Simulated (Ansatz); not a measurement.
## ScB3 (built on the sites of a database entry of ScGa3): following an unstable mode

Aim: this structure of ScB3 (built on the sites of a database entry of ScGa3) is to be tested for unstable modes, and one is followed downhill.

Main program and level: Ansatz 0.2.0; DFT LDA, scalar-relativistic, plane waves, norm-conserving pseudopotentials.

The structure was built from a prototype and need not be the compound's stable phase.

### Step 1. Set-up

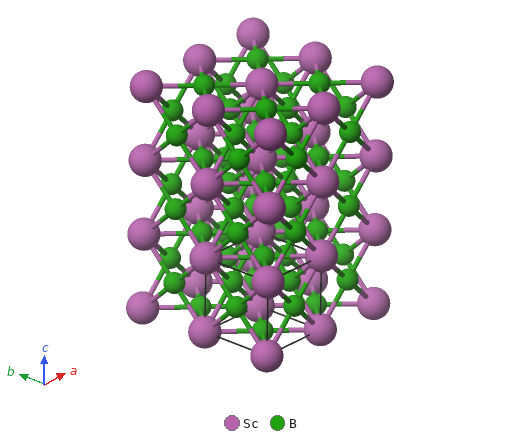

The cell as given, from a free direction (scandium purple, boron green). 2×2×3 cells are drawn. Some periodic images of atoms are drawn too.

### Step 2. Phonons on a q mesh

The cell comes from relaxations at this level that are not shown. Stability and thermal properties need the whole zone. Linear response on a 4×4×4 q mesh gives force constants as far as a supercell of that size would.

Contents of input.yaml:

```yaml
crystal:
  lattice:
    - [3.264037933, 0.0, 0.0]
    - [0.0, 3.264037933, 0.0]
    - [0.0, 0.0, 3.264037933]
  atoms:
    - { symbol: Sc, position: [0.0, 0.0, 0.0] }
    - { symbol: B, position: [0.0, 0.5, 0.5] }
    - { symbol: B, position: [0.5, 0.0, 0.5] }
    - { symbol: B, position: [0.5, 0.5, 0.0] }
kpoints:
  mp_grid: { grid: [12, 12, 12] }
hamiltonian:
  xc: lda
  pseudopotentials: { kind: nc }
scf:
  occupations: { method: methfessel_paxton, width: 0.15 }
output:
  eigenvalues: true
phonons:
  method: dfpt
  qmesh: [4, 4, 4]
  temperatures: { t_max: 1000, t_step: 50 }
  qpath:
    path:
      - [[0.0, 0.0, 0.0], [0.0, 0.5, 0.0], [0.5, 0.5, 0.0], [0.0, 0.0, 0.0], [0.5, 0.5, 0.5], [0.0, 0.5, 0.0]]
      - [[0.5, 0.5, 0.5], [0.5, 0.5, 0.0]]
    npoints: 10
```

The run is started by

```console
ansatz run input.yaml --threads 4 --pin off --max-ram 7168MiB --backend cpu --events-out ev --progress --plain --runs-dir out
```

The program printed:

```text
Engine: ansatz 0.2.0, aarch64-unknown-linux-gnu
Pseudopotentials: kind: nc
Pseudopotential: Sc, nc, valence charge 11, recommended cutoff 1061.244064 eV (normal), Sc.nc.azcp (PseudoDojo's, or run here from an input of PseudoDojo's: the run reads no file of this project's for it)
Pseudopotential: B, nc, valence charge 3, recommended cutoff 1034.032677 eV (normal), B.nc.azcp (PseudoDojo's, or run here from an input of PseudoDojo's: the run reads no file of this project's for it)
Functional definition: SPW92
  exchange = slater_x
  correlation = pw_c
Crystal: 4 atoms, lattice volume = 34.775 Å³
Basis set: ecut = 1061.244064 eV, 2777 PW (Γ), exchange–correlation on 72×72×72 points (8 copies of the dense FFT grid, shifted against one another)
Bands: 14, of which v1, the nominal top of the filled ones, is band 10 counted from 1 (9 counted from 0)
Symmetry: 48 space group operations
k-points: 84 of 1728
Non-local potential: Sc, projectors of the file, l = 0: 2, l = 1: 2, l = 2: 2
Non-local potential: B, projectors of the file, l = 0: 2, l = 1: 2
Initial density: superposition of atomic densities (chi_scale 0.1, normalization cell, long waves kept (reshape's long-wave potential 0.00 eV rms))
Initial wavefunctions: pseudopotential atomic-orbital guess
Functional: x = slater, c = lda
SCF iter   1: F=—  HF=-1556.074095 eV  |F-HF|=—  |Δ(HF+E_count)|=         —  Δρ=4.73e-2  dr2=1.25e0  ethr=3.10e-3  ⟨swp⟩=5.2  Hψ=5771  notcnv=0
preconditioner: auto → none  [metal: Δε(μ)=0.076 eV  Ē_g=8.037 eV  σ=0.150 eV  W_gap=0.41  n_scr=6 (ndim 8)  ℏωp=21.8 eV  f_vac=0.000  D(μ)=0.51/eV (n_scr^D=0)  sad-step TF]
SCF iter   2: F=—  HF=-1555.806429 eV  |F-HF|=—  |Δ(HF+E_count)|=   2.68e-1  S|Δr|=    0.00e0  Δρ=2.43e-2  dr2=3.16e-1  ethr=3.10e-3  ⟨swp⟩=2.0  Hψ=2120  notcnv=0  defer=6
SCF iter   3: F=—  HF=-1555.706330 eV  |F-HF|=—  |Δ(HF+E_count)|=   1.00e-1  S|Δr|=    0.00e0  Δρ=1.00e-2  dr2=4.19e-2  ethr=1.58e-3  ⟨swp⟩=2.0  Hψ=2018  notcnv=0  defer=6
SCF iter   4: F=—  HF=-1555.693866 eV  |F-HF|=—  |Δ(HF+E_count)|=   1.25e-2  S|Δr|=    0.00e0  Δρ=1.18e-3  dr2=1.74e-4  ethr=2.09e-4  ⟨swp⟩=2.1  Hψ=2106  notcnv=0  defer=4
SCF iter   5: F=—  HF=-1555.693916 eV  |F-HF|=—  |Δ(HF+E_count)|=   4.92e-5  S|Δr|=    0.00e0  Δρ=2.73e-4  dr2=3.46e-5  ethr=8.68e-7  ⟨swp⟩=2.3  Hψ=1895  notcnv=0  defer=4
SCF iter   6: F=—  HF=-1555.693906 eV  |F-HF|=—  |Δ(HF+E_count)|=   9.80e-6  S|Δr|=    0.00e0  Δρ=5.09e-5  dr2=1.07e-6  ethr=1.73e-7  ⟨swp⟩=2.2  Hψ=1597  notcnv=0  defer=4
SCF iter   7: F=—  HF=-1555.693906 eV  |F-HF|=—  |Δ(HF+E_count)|=   3.29e-7  S|Δr|=    0.00e0  Δρ=3.45e-6  dr2=3.53e-9  ethr=5.35e-9  ⟨swp⟩=2.4  Hψ=1830  notcnv=0  defer=4
SCF iter   8: F=—  HF=-1555.693906 eV  |F-HF|=—  |Δ(HF+E_count)|=   2.69e-9  S|Δr|=    0.00e0  Δρ=6.11e-7  dr2=4.05e-11  ethr=1.76e-11  ⟨swp⟩=2.4  Hψ=2153  notcnv=0  defer=4
SCF iter   9: F=-1555.693906 eV  HF=-1555.693906 eV  |F-HF|=2.27e-13  |Δ(HF+E_count)|=  9.32e-12  S|Δr|=    0.00e0  Δρ=2.63e-8  dr2=4.72e-14  ethr=1.00e-12  ⟨swp⟩=7.7  Hψ=6318  notcnv=0
SCF 1 converged in 9 iterations: F = -1555.693906 eV  dr2 = 4.72e-14
Initial density: read from a saved state, or passed on in memory by an earlier SCF of this step, an earlier step, the calling program or the single point that the run made first
iter 1 solved again at ethr=5.21e-8 eV; its pass at ethr=3.10e-3 eV (dr2=1.04e-5 eV) is discarded
SCF iter   1: F=—  HF=-1555.693905 eV  |F-HF|=—  |Δ(HF+E_count)|=         —  Δρ=3.63e-7  dr2=2.15e-11  ethr=5.21e-8  ⟨swp⟩=4.1  Hψ=10123  notcnv=0
eigensolver tolerance schedule: the retry pair's looser diagonalisation over-reported the residual by 485060.67 of it (diagonalisation noise at an unbounded share of the residual, at the tolerance the schedule requests for it); recorded, not acted on — ethr = c·dr2/N_el stays at c = 1.0e-1
preconditioner: auto → none  [metal: Δε(μ)=0.084 eV  Ē_g=15.167 eV  σ=0.150 eV  W_gap=0.45  n_scr=6 (ndim 8)  ℏωp=26.7 eV  f_vac=0.000  D(μ)=0.61/eV (n_scr^D=0)]
SCF iter   2: F=—  HF=-1555.693906 eV  |F-HF|=—  |Δ(HF+E_count)|=   8.93e-7  S|Δr|=    0.00e0  Δρ=2.16e-7  dr2=1.78e-11  ethr=1.00e-12  ⟨swp⟩=3.9  Hψ=3222  notcnv=0
SCF iter   3: F=-1555.693906 eV  HF=-1555.693906 eV  |F-HF|=1.36e-12  |Δ(HF+E_count)|=  4.55e-12  S|Δr|=    0.00e0  Δρ=1.24e-7  dr2=3.11e-12  ethr=1.00e-12  ⟨swp⟩=3.0  Hψ=4258  notcnv=0
SCF 2 converged in 3 iterations: F = -1555.693906 eV  dr2 = 3.11e-12
phonons: the bands overlap, so this run is a metal and interpolates without the dipole-dipole term. If the crystal is really an insulator or semiconductor, its LO-TO splitting is missing
NSCF: frozen V_eff on 84 k-points
NSCF: frozen V_eff on 343 k-points
DFPT response loops at q = (0, 0, 0) (fractional): preconditioner auto → Kerker (q_TF=auto, 2.488 Å⁻¹) (partly filled bands, converged f_vac=0.000); β = 1.00, the filter's whole step (`scf.mixing.beta` (0.50) is not read by the response loops under this deck's `scf.mixing.preconditioner`; to damp them name `kerker` or `kerker_dos`, under which they read `scf.mixing.beta`, and type it under 1.00, their step now; both keys bind the ground state too); Broyden in place of MSR1
NSCF: frozen V_eff on 1176 k-points
DFPT response loops at q = (0, 0, 0.25) (fractional): mixed as the last ones told, above
NSCF: frozen V_eff on 686 k-points
DFPT response loops at q = (0, 0, -0.5) (fractional): mixed as the last ones told, above
NSCF: frozen V_eff on 2016 k-points
DFPT response loops at q = (0, 0.25, 0.25) (fractional): mixed as the last ones told, above
NSCF: frozen V_eff on 1176 k-points
DFPT response loops at q = (0, 0.25, -0.5) (fractional): mixed as the last ones told, above
NSCF: frozen V_eff on 686 k-points
DFPT response loops at q = (0, -0.5, -0.5) (fractional): mixed as the last ones told, above
NSCF: frozen V_eff on 3456 k-points
DFPT response loops at q = (0.25, 0.25, 0.25) (fractional): mixed as the last ones told, above
phonons.qmesh, q = [0.2500, 0.2500, 0.2500]: its response loops start from zero, take more passes and end by a threshold: the memory limit or budget leaves too little room for the subspace of the ground state's own states beside the solves, or none could be made (phonons.method)
NSCF: frozen V_eff on 2016 k-points
DFPT response loops at q = (0.25, 0.25, -0.5) (fractional): mixed as the last ones told, above
NSCF: frozen V_eff on 1176 k-points
DFPT response loops at q = (0.25, -0.5, -0.5) (fractional): mixed as the last ones told, above
NSCF: frozen V_eff on 686 k-points
DFPT response loops at q = (-0.5, -0.5, -0.5) (fractional): mixed as the last ones told, above
SCF converged after 9 iterations
Stability not checked: this state was not tested for a lower state beside it, because cold or Methfessel-Paxton smearing, or corrected tetrahedra, fill the levels in a way that the test cannot read (fill_not_monotonic; see scf.lower_state_search)
Free energy (F): -1555.693906 eV
Harris-Foulkes:  -1555.693906 eV  (|F-HF|=2.27e-13)
Internal energy: -1555.694673 eV  (E = F + TS)
E sigma→0 (E₀):  -1555.694098 eV
Entropy (-TS):   0.000767 eV (0.192 meV/atom)
Fermi energy:    12.899763 eV
--- Per-component energies (eV) ---
  E_band       = -49.882579
  E_kinetic    = 650.535349
  E_local      = -979.281438  (includes V_loc(G=0)·N_el)
  E_nonlocal   = 63.841436
  E_hartree    = 279.561182
  E_xc         = -320.288891
  E_vxc        = -344.100287  (∫ρ·V_xc dr)
  E_ewald      = -1250.062312
  E_smearing   = 0.000767  (= −TS)
  E_closure    = 0.000000  (closes the sum)
  Σ components = -1555.693906   (vs F -1555.693906, Δ=0.00e0)
--- Band table (eV; the first three rows and the last of 84) ---
  k-point 0: bands = [... 6 lower, 9.6634, 10.1537, 10.1537, 10.1537, 16.6930, 16.6930, 16.6930, 17.0530]
  k-point 1: bands = [... 6 lower, 9.7074, 10.1409, 10.1409, 10.9678, 15.8945, 15.8945, 16.7149, 16.7528]
  k-point 2: bands = [... 6 lower, 9.8350, 10.0969, 10.0969, 11.9798, 15.1773, 15.1773, 16.0763, 16.7754]
  k-point 83: bands = [... 6 lower, 6.6550, 6.6550, 9.5931, 9.5931, 9.5931, 18.4201, 18.4201, 20.9859]
--- Phonons (Γ-DFPT): 3 representative perturbations + reference (Σ response iterations 9) ---
  ASR residual: 4.668e-5 → 0.000e0 eV/Å²; symmetrization residual: 5.297e-7 eV/Å²
  ASR residual per site (eV/Å²): 4.67e-5 1.81e-6 1.81e-6 1.81e-6
  Γ frequencies (cm⁻¹): -404.16 -404.16 -404.16 0.00 0.00 0.00 399.43 399.43 399.43 643.97 643.97 643.97
--- Phonons (arbitrary-q DFPT): 10 irreducible q on the 4×4×4 mesh ---
  q = [0.0000, 0.0000, 0.0000] (star 1, of the zone-centre solve; hermiticity 4.13e-8, symmetrization 2.03e-15): -404.16 -404.16 -404.16 -0.00 0.00 0.00 399.43 399.43 399.43 643.97 643.97 643.97
  q = [0.0000, 0.0000, 0.2500] (star 6, 7 solved perturbations in 3612 linear systems a pass and spin channel, the states on 588 of 1728 k-point pairs; hermiticity 3.74e-8, symmetrization 4.59e-14, the responses' own estimated error 3.0e-5 eV/Å²): -361.74 -361.74 -328.15 142.05 142.05 272.34 416.85 416.85 482.46 617.59 617.59 621.92
  q = [0.0000, 0.0000, -0.5000] (star 3, 7 solved perturbations in 2107 linear systems a pass and spin channel, the states on 343 of 1728 k-point pairs; hermiticity 3.32e-8, symmetrization 1.33e-10, the responses' own estimated error 2.8e-5 eV/Å²): -266.44 -266.44 -154.56 212.41 212.41 431.96 431.96 434.92 539.68 543.06 576.98 576.98
  q = [0.0000, 0.2500, 0.2500] (star 12, 7 solved perturbations in 6132 linear systems a pass and spin channel, the states on 1008 of 1728 k-point pairs; hermiticity 3.21e-8, symmetrization 2.77e-15, the responses' own estimated error 3.0e-5 eV/Å²): -361.17 -339.12 -252.73 216.94 231.61 316.87 431.33 469.99 529.34 535.88 592.09 633.42
  q = [0.0000, 0.2500, -0.5000] (star 12, 12 solved perturbations on 588 of 1728 k-point pairs; hermiticity 1.53e-8, symmetrization 1.11e-8, the responses' own estimated error 2.8e-5 eV/Å²): -326.53 -312.26 -101.27 286.54 296.25 354.61 428.17 463.53 545.76 561.47 565.21 612.61
  q = [0.0000, -0.5000, -0.5000] (star 3, 7 solved perturbations in 2107 linear systems a pass and spin channel, the states on 343 of 1728 k-point pairs; hermiticity 1.40e-8, symmetrization 2.76e-9, the responses' own estimated error 3.0e-5 eV/Å²): -436.13 -270.81 122.87 320.57 320.57 408.42 420.58 420.58 424.57 591.90 619.72 619.72
  q = [0.2500, 0.2500, 0.2500] (star 8, 3 solved perturbations in 3600 linear systems a pass and spin channel, the states on 1728 of 1728 k-point pairs; hermiticity 2.34e-7, symmetrization 6.03e-14): -412.39 -258.76 -258.76 210.30 210.30 407.86 427.03 484.94 484.94 569.72 622.77 622.77
  q = [0.2500, 0.2500, -0.5000] (star 12, 7 solved perturbations in 6132 linear systems a pass and spin channel, the states on 1008 of 1728 k-point pairs; hermiticity 2.75e-8, symmetrization 1.54e-9, the responses' own estimated error 3.0e-5 eV/Å²): -425.97 -253.34 -230.84 188.20 253.73 320.66 445.98 548.03 566.40 574.85 605.40 608.27
  q = [0.2500, -0.5000, -0.5000] (star 6, 7 solved perturbations in 3612 linear systems a pass and spin channel, the states on 588 of 1728 k-point pairs; hermiticity 1.99e-8, symmetrization 1.07e-9, the responses' own estimated error 3.2e-5 eV/Å²): -477.76 -284.79 -166.12 176.38 176.38 242.58 546.32 547.00 547.00 615.71 621.72 621.72
  q = [-0.5000, -0.5000, -0.5000] (star 1, 3 solved perturbations in 735 linear systems a pass and spin channel, the states on 343 of 1728 k-point pairs; hermiticity 1.96e-8, symmetrization 4.91e-12, the responses' own estimated error 3.3e-5 eV/Å²): -529.29 -290.51 -290.51 52.55 52.55 52.55 588.99 588.99 588.99 634.27 634.27 634.27
  sum rule: each row above includes the acoustic sum rule's correction from the zone centre's row sums; it moved no ω² by more than (0.53 cm⁻¹)²
  mesh force constants: q→R imaginary residual 1.30e-18; ASR residual 4.668e-5 → 0.000e0 eV/Å²; symmetrization residual 7.105e-15 eV/Å²
  interpolated dispersion: 62 rows × 12 modes
  density of states and harmonic sums: on the 20×20×20 q-mesh, interpolated from the force constants of a 4×4×4 supercell (no non-analytic term)
  largest difference from the sums on the solved wave vectors: F 1.04e-2 eV, S 1.48e-5 and C_V 4.50e-6 eV/K
  zero-point energy: 0.249211 eV/cell   skipped modes (ω ≤ 0): 841, of them read as no rigid motion or as one in doubt: 838 (2.949e0 modes/cell left out, lowest -529.29 cm⁻¹)   left out of the sums: 2.46e-1 of the cell's modes: C_V's classical limit lies that fraction below 3 k_B per atom; for a crystal, a wire or a layer, F and S can be off by more, and a phonons.interpolated_qmesh denser along its periods is the remedy for the sampling
```

The job ended after 21 min (4 threads of Arm Neoverse V1, shared host; peak memory 4.5 GiB; 84 min of CPU time).

The column dr2 measures how far the density is from self-consistency, as an energy; F and HF (Harris–Foulkes) agree once it is small.

This step gave:

- volume per atom: 8.694 Å³
- gap on the k-mesh: 0 eV
- sum-rule residual before enforcement: 4.67e-5 eV/Å²
- lowest frequency on the path: -529.3 cm⁻¹
- point group: m-3m
- highest frequency on the path or at a solved wavevector: 644.7 cm⁻¹
- highest optical mode at the zone centre (no LO-TO term): 644.0 cm⁻¹
- lowest optical zone-centre mode: -404.2 cm⁻¹
- lowest mode on the q mesh (acoustic modes at Γ apart): -529.3 cm⁻¹

Frequencies (cm⁻¹) solved at each irreducible wavevector; negative means imaginary. Frequencies by wavevector, by row:

| q in reciprocal lattice units | star | mode 1 | mode 2 | mode 3 | mode 4 | mode 10 | mode 11 | mode 12 |
| --- | --- | --- | --- | --- | --- | --- | --- | --- |
| 0 0 0 | 1 | -404.2 | -404.2 | -404.2 | 0 | 644 | 644 | 644 |
| 0 0 0.25 | 6 | -361.7 | -361.7 | -328.1 | 142.1 | 617.6 | 617.6 | 621.9 |
| 0 0 -0.5 | 3 | -266.4 | -266.4 | -154.6 | 212.4 | 543.1 | 577 | 577 |
| 0 0.25 0.25 | 12 | -361.2 | -339.1 | -252.7 | 216.9 | 535.9 | 592.1 | 633.4 |
| 0 0.25 -0.5 | 12 | -326.5 | -312.3 | -101.3 | 286.5 | 561.5 | 565.2 | 612.6 |
| 0 -0.5 -0.5 | 3 | -436.1 | -270.8 | 122.9 | 320.6 | 591.9 | 619.7 | 619.7 |
| 0.25 0.25 0.25 | 8 | -412.4 | -258.8 | -258.8 | 210.3 | 569.7 | 622.8 | 622.8 |
| 0.25 0.25 -0.5 | 12 | -426 | -253.3 | -230.8 | 188.2 | 574.9 | 605.4 | 608.3 |
| 0.25 -0.5 -0.5 | 6 | -477.8 | -284.8 | -166.1 | 176.4 | 615.7 | 621.7 | 621.7 |
| -0.5 -0.5 -0.5 | 1 | -529.3 | -290.5 | -290.5 | 52.5 | 634.3 | 634.3 | 634.3 |

Interpolated from a 4×4×4 q mesh. Phonon branches along the path, in cm⁻¹:

```csv
point,branch 1,branch 2,branch 3,branch 4,branch 9,branch 10,branch 11,branch 12
Γ,-404,-404,-404,0,399,644,644,644
X,-266,-266,-155,212,540,543,577,577
M,-436,-271,123,321,425,592,620,620
Γ,-404,-404,-404,0,399,644,644,644
R,-529,-290,-290,52,589,634,634,634
X,-266,-266,-155,212,540,543,577,577
jump to R,-529,-290,-290,52,589,634,634,634
M,-436,-271,123,321,425,592,620,620
```

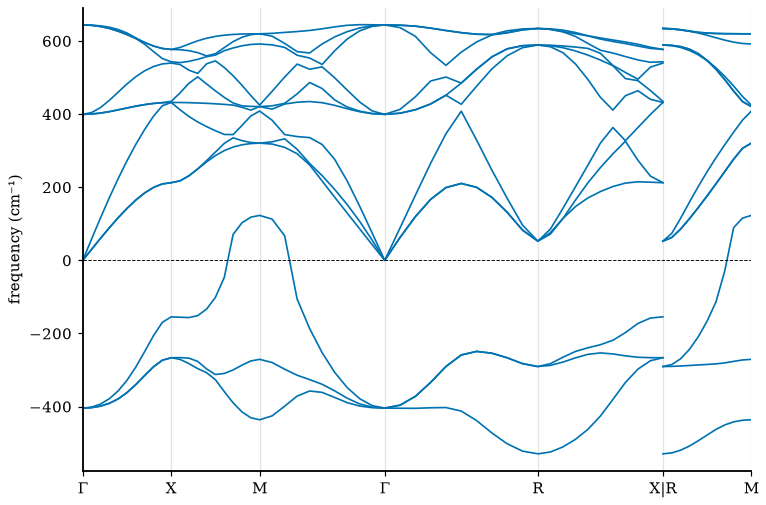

Phonon branches along the path.

Symmetry leaves 10 wavevectors to solve. The lowest mode among them, the acoustic zeros apart, lies at q = (-0.5, -0.5, -0.5) and is imaginary, 529.3i cm⁻¹, so the energy falls along it.

### Step 3. The mode frozen in, largest atomic shift 0 Å

The mode followed lies at q = (0.25, -0.5, -0.5) with frequency 477.8i cm⁻¹, one of the unstable modes though not the softest. At small amplitude the distorted cell has space group no. 139 by a symmetry search on the positions. The undistorted cell that holds it gives the zero of energy on the same k mesh.

System of this step: ScB3 (built on the sites of a database entry of ScGa3). It takes space group Pm-3m (No. 221, cubic). Conventional cell: a = 3.264 Å, b = 3.264 Å, c = 3.264 Å, α = 90.00°, β = 90.00°, γ = 90.00°. Nearest to Sc lie 12 B at 2.31 Å. Nearest to B lie 8 B at 2.31 Å and 4 Sc at 2.31 Å. B has 8 B at 2.31 Å and 4 Sc at 2.31 Å nearest. Farther neighbours are not listed.

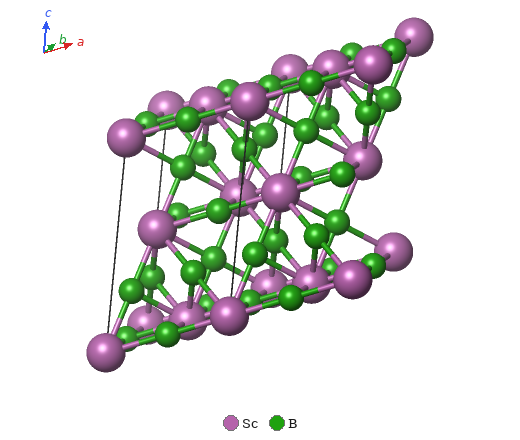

The cell of this step (scandium purple, boron green). 2×1×1 cells are drawn. Some periodic images of atoms are drawn too.

Contents of input.yaml:

```yaml
crystal:
  lattice:
    - [0.0, -3.264037933, -3.264037933]
    - [0.0, -3.264037933, 3.264037933]
    - [-6.5280758659, -3.264037933, 0.0]
  atoms:
    - { symbol: Sc, position: [0.75, 0.75, 0.5] }
    - { symbol: Sc, position: [0.25, 0.25, 0.5] }
    - { symbol: Sc, position: [0.5, 0.5, 1.0] }
    - { symbol: Sc, position: [0.0, 0.0, 1.0] }
    - { symbol: B, position: [0.5, 0.0, 0.0] }
    - { symbol: B, position: [0.0, 0.5, 0.0] }
    - { symbol: B, position: [0.25, 0.75, 0.5] }
    - { symbol: B, position: [0.75, 0.25, 0.5] }
    - { symbol: B, position: [0.125, 0.625, 0.25] }
    - { symbol: B, position: [0.625, 0.125, 0.25] }
    - { symbol: B, position: [0.875, 0.375, 0.75] }
    - { symbol: B, position: [0.375, 0.875, 0.75] }
    - { symbol: B, position: [0.625, 0.625, 0.25] }
    - { symbol: B, position: [0.125, 0.125, 0.25] }
    - { symbol: B, position: [0.375, 0.375, 0.75] }
    - { symbol: B, position: [0.875, 0.875, 0.75] }
kpoints:
  mp_grid: { grid: [8, 8, 8] }
hamiltonian:
  xc: lda
  pseudopotentials: { kind: nc }
scf:
  occupations: { method: methfessel_paxton, width: 0.15 }
output:
  forces: true
  stress: true
  eigenvalues: true
```

The program printed:

```text
[...]
Crystal: 16 atoms, lattice volume = 139.100 Å³
Basis set: ecut = 1061.244064 eV, 10947 PW (Γ)
Bands: 56, of which v1, the nominal top of the filled ones, is band 40 counted from 1 (39 counted from 0)
Symmetry: 64 space group operations
[...]
k-points: 59 of 512
[...]
k-point 0: bands = [... 36 lower, 10.4453, 10.4453, 10.4453, 10.4453, 10.5599, 13.9398, 14.5004, 14.5004, ... 12 higher]
  k-point 1: bands = [... 36 lower, 10.5093, 10.7229, 10.8427, 10.8427, 11.1463, 14.0456, 14.4957, 14.4957, ... 12 higher]
  k-point 2: bands = [... 36 lower, 10.3774, 11.2325, 11.2325, 11.4673, 12.2907, 14.3410, 14.5017, 14.5017, ... 12 higher]
  k-point 58: bands = [... 36 lower, 11.8926, 11.8926, 13.6902, 13.6902, 14.5249, 14.5249, 14.5615, 14.5615, ... 12 higher]
[key lines of the parts left out:]
SCF converged after 7 iterations
Free energy (F): -6222.765740 eV
Fermi energy:    12.890027 eV
P = ⅓ Tr σ = 0.0086 GPa (0.086 kbar)
```

It took 29 s on 4 threads; peak memory 1.5 GiB.

This step gave:

| Quantity | Value |
| --- | --- |
| pressure | 0.008560 GPa |
| energy from the undistorted cell | 0 meV/atom |

The run ends at a pressure of 0.01 GPa.

(Part 1 of 2 ends here.)

[Logs are printed without paths, hosts, clocks, repeated set-up lines and the standing remarks that a program may print on its own settings, such as how far it seeks lower states.]

[Hosts, paths, dates, database ids (printed as entryN), source tags and the programs' standing remarks are cut or masked in the printed files.]
